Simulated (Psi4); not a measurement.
**SiH3S (SMILES [SiH2]S) at UBLYP/def2-TZVP**

Aim: the vertical doublet–quartet gap of SiH3S at UBLYP/def2-TZVP, from 2 runs. 

Program for the calculation: Psi4 1.11.

4 further runs of the same task are left out: 2 that didn't finish, 2 set aside as unsound or not needed.

## Step 1: Starting point

SiH3S has 5 atoms, charge 0, and is taken as a doublet. SMILES: `[SiH2]S`. The coordinates come from a PBE0-D4/def2-TZVP relaxation. This is one conformer, not always the lowest.

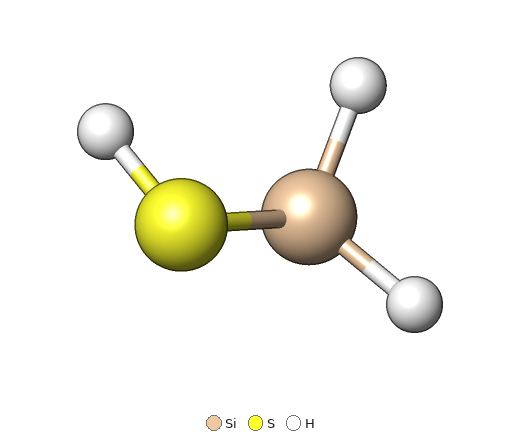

The structure, seen from a chosen angle (silicon light orange, sulfur yellow, hydrogen white).

## Step 2: A single-point energy at UBLYP/def2-TZVP

Input file h3ssi.in:

```
memory 1.6 GB

molecule {
  0 2
  Si    -0.096300    -0.694000    -0.309300
  S      0.273100     1.406000    -0.294500
  H     -0.094500    -1.256800     1.073000
  H     -1.440300    -0.843200    -0.929900
  H      1.407800     1.314300     0.419300
  units angstrom
  symmetry c1
  no_reorient
  no_com
}

set reference uks
set puream true
set e_convergence 1e-09
set d_convergence 1e-08
set scf_type pk
set dft_radial_points 99
set dft_spherical_points 590
set maxiter 200

result, w = energy("blyp/def2-TZVP", return_wfn=True)
print_variables()
```

On the command line:

```bash
psi4 -n 1 h3ssi.in h3ssi.out
```

h3ssi.out:

```text
[...]
  Running in c1 symmetry.
[...]
  Nuclear repulsion =   80.927895414172028
[...]
  Multiplicity = 2
[...]
  Nalpha       = 17
  Nbeta        = 16
[...]
    Number of basis functions: 92
[...]
   @UKS iter   1:  -689.34869364926715   -1.57950e-01   6.38145e-03 DIIS/ADIIS
[...]
   @UKS iter  13:  -689.47221166302995   -1.93268e-12   2.18538e-09 DIIS
[...]
   @S^2 Observed:                7.519188639E-01
[...]
    Orbital Energies [Eh]
    ---------------------
    Alpha Occupied:
       1A    -88.113559     2A    -65.482152     3A     -7.677630
       4A     -5.706033     5A     -5.702913     6A     -5.698884
       7A     -5.067789     8A     -3.487901     9A     -3.485369
      10A     -3.483334    11A     -0.674840    12A     -0.471150
      13A     -0.377832    14A     -0.316541    15A     -0.304087
      16A     -0.253317    17A     -0.173032
    Alpha Virtual:
      18A     -0.025561    19A     -0.018474    20A      0.015081
      21A      0.027795    22A      0.119301    23A      0.124221
      24A      0.137999    25A      0.143279    26A      0.147152
[...]
  @UKS Final Energy:  -689.47221166302995
   => Energetics <=
    Nuclear Repulsion Energy =             80.9278954141720277
    One-Electron Energy =               -1114.0990381359970343
    Two-Electron Energy =                 391.3845056537691676
    DFT Exchange-Correlation Energy =     -47.6855745949740850
    Empirical Dispersion Energy =           0.0000000000000000
    VV10 Nonlocal Energy =                  0.0000000000000000
    Total Energy =                       -689.4722116630299524
[...]
 Multipole Moments:
 ------------------------------------------------------------------------------------
     Multipole            Electronic (a.u.)      Nuclear  (a.u.)        Total (a.u.)
 ------------------------------------------------------------------------------------
 L = 1.  Multiply by 2.5417464519 to convert [e a0] to [Debye]
 Dipole X            :         -5.2282730            5.4696233            0.2413503
 Dipole Y            :        -22.7826827           22.6659421           -0.1167406
 Dipole Z            :         16.2006665          -16.0244996            0.1761669
 Magnitude           :                                                    0.3208007
[...]
```

It took 32 s on 1 thread of Intel Xeon Platinum 8259CL at 2.50GHz (Skylake/Cascade Lake), shared host; peak memory 0.68 GiB.

## Step 3: The quartet: energy and gradient at UBLYP/def2-TZVP

Input file job.py:

```python
import psi4

psi4.set_memory('1600 MB')
psi4.set_num_threads(1)
psi4.set_output_file('psi4.out', False)

molecule = psi4.geometry("""
0 4
Si
S 1 2.132293
H 1 1.492481 2 111.39169
H 1 1.487865 3 110.46229 2 -116.23684
H 2 1.343675 1 94.74795 4 173.28682
symmetry c1
no_reorient
no_com
""")

psi4.set_options({
    'reference': 'uks',
    'puream': True,
    'e_convergence': 1e-09,
    'd_convergence': 1e-08,
    'scf_type': 'pk',
    'dft_radial_points': 99,
    'dft_spherical_points': 590,
    'maxiter': 200,
})

energy_value, wavefunction = psi4.gradient("blyp/def2-TZVP", molecule=molecule, return_wfn=True)
print('gradient / Eh bohr^-1')
print(energy_value.np.round(6))
print(f'energy = {wavefunction.energy():.10f} Eh')
for k, v in sorted(psi4.core.scalar_variables().items()):
    print(f'{k:45s} {v:18.10f}')
```

On the command line:

```bash
python job.py
```

psi4.out:

```text
[...]
  Running in c1 symmetry.
[...]
  Nuclear repulsion =   80.927909859448505
[...]
  Multiplicity = 4
[...]
  Nalpha       = 18
  Nbeta        = 15
[...]
    Number of basis functions: 92
[...]
   @UKS iter   1:  -689.09802015262073    9.27240e-02   6.34884e-03 DIIS/ADIIS
[...]
   @UKS iter  19:  -689.25679048814379   -4.88853e-12   4.29521e-09 DIIS
[...]
   @S^2 Observed:                3.753998637E+00
[...]
    Orbital Energies [Eh]
    ---------------------
    Alpha Occupied:
       1A    -88.180805     2A    -65.504034     3A     -7.742481
       4A     -5.776055     5A     -5.766614     6A     -5.763712
       7A     -5.089055     8A     -3.510289     9A     -3.506459
      10A     -3.503979    11A     -0.733690    12A     -0.494812
      13A     -0.409943    14A     -0.346706    15A     -0.341054
      16A     -0.321875    17A     -0.201618    18A     -0.052514
    Alpha Virtual:
      19A     -0.046979    20A     -0.002145    21A      0.008976
      22A      0.093389    23A      0.105293    24A      0.111596
      25A      0.119695    26A      0.129908    27A      0.147081
[...]
  @UKS Final Energy:  -689.25679048814379
   => Energetics <=
    Nuclear Repulsion Energy =             80.9279098594485049
    One-Electron Energy =               -1112.6764295301354650
    Two-Electron Energy =                 390.1512934074933696
    DFT Exchange-Correlation Energy =     -47.6595642249500386
    Empirical Dispersion Energy =           0.0000000000000000
    VV10 Nonlocal Energy =                  0.0000000000000000
    Total Energy =                       -689.2567904881437926
[...]
 Multipole Moments:
 ------------------------------------------------------------------------------------
     Multipole            Electronic (a.u.)      Nuclear  (a.u.)        Total (a.u.)
 ------------------------------------------------------------------------------------
 L = 1.  Multiply by 2.5417464519 to convert [e a0] to [Debye]
 Dipole X            :          0.0635339            0.1522776            0.2158115
 Dipole Y            :         -1.4750809            1.3132515           -0.1618294
 Dipole Z            :          1.7946937           -1.8679852           -0.0732915
 Magnitude           :                                                    0.2795264
[...]
  -Total Gradient:
     Atom            X                  Y                   Z
    ------   -----------------  -----------------  -----------------
       1       -0.004873486224     0.015056643985     0.041753906025
       2       -0.076998955433     0.047132143953    -0.022359139502
       3       -0.000123408933    -0.007210131979    -0.008031846133
       4        0.001345308226     0.001463683047     0.001733322452
       5        0.080650447355    -0.056442533839    -0.013097128151
[...]
```

On the terminal:

```text
Memory set to   1.490 GiB by Python driver.
  Threads set to 1 by Python driver.
gradient / Eh bohr^-1
[[-0.004873  0.015057  0.041754]
 [-0.076999  0.047132 -0.022359]
 [-0.000123 -0.00721  -0.008032]
 [ 0.001345  0.001464  0.001733]
 [ 0.08065  -0.056443 -0.013097]]
energy = -689.2567904881 Eh
CURRENT ENERGY                                   -689.2567904881
CURRENT REFERENCE ENERGY                         -689.2567904881
DD SOLVATION ENERGY                                 0.0000000000
DFT FUNCTIONAL TOTAL ENERGY                      -689.2567904881
DFT TOTAL ENERGY                                 -689.2567904881
DFT VV10 ENERGY                                     0.0000000000
DFT XC ENERGY                                     -47.6595642250
GRID ELECTRONS ALPHA                               18.0000000888
GRID ELECTRONS BETA                                15.0000000134
GRID ELECTRONS TOTAL                               33.0000001022
NUCLEAR REPULSION ENERGY                           80.9279098594
ONE-ELECTRON ENERGY                             -1112.6764295301
PCM POLARIZATION ENERGY                             0.0000000000
PE ENERGY                                           0.0000000000
SCF ITERATION ENERGY                             -689.2567904881
SCF ITERATIONS                                     19.0000000000
SCF TOTAL ENERGY                                 -689.2567904881
TWO-ELECTRON ENERGY                               390.1512934075
XC GRID RADIAL POINTS                              99.0000000000
XC GRID SPHERICAL POINTS                          590.0000000000
XC GRID TOTAL POINTS                           278892.0000000000
```

Run time: 47 s. Hardware: 1 thread of Intel Xeon Platinum 8259CL at 2.50GHz (Skylake/Cascade Lake), shared host; peak memory 0.68 GiB.

## Step 4: What came out

At UBLYP/def2-TZVP:

| quantity | value |
| --- | --- |
| doublet: total energy | -689.47221 Eh |
| doublet: dipole moment | 0.82 D |
| doublet: HOMO energy (highest over α and β) | -4.71 eV |
| doublet: LUMO energy (lowest over α and β) | -3.45 eV |
| doublet: ⟨S²⟩ | 0.752 |
| quartet: total energy | -689.25679 Eh |
| quartet: dipole moment | 0.71 D |
| quartet: HOMO energy (highest over α and β) | -1.43 eV |
| quartet: ⟨S²⟩ | 3.754 |
| quartet: largest force on an atom | 5.107 eV/Å |
| vertical energy of the quartet above the doublet | 5.862 eV |

In words: At this shape the quartet lies 5.86 eV (135 kcal/mol) above the doublet.
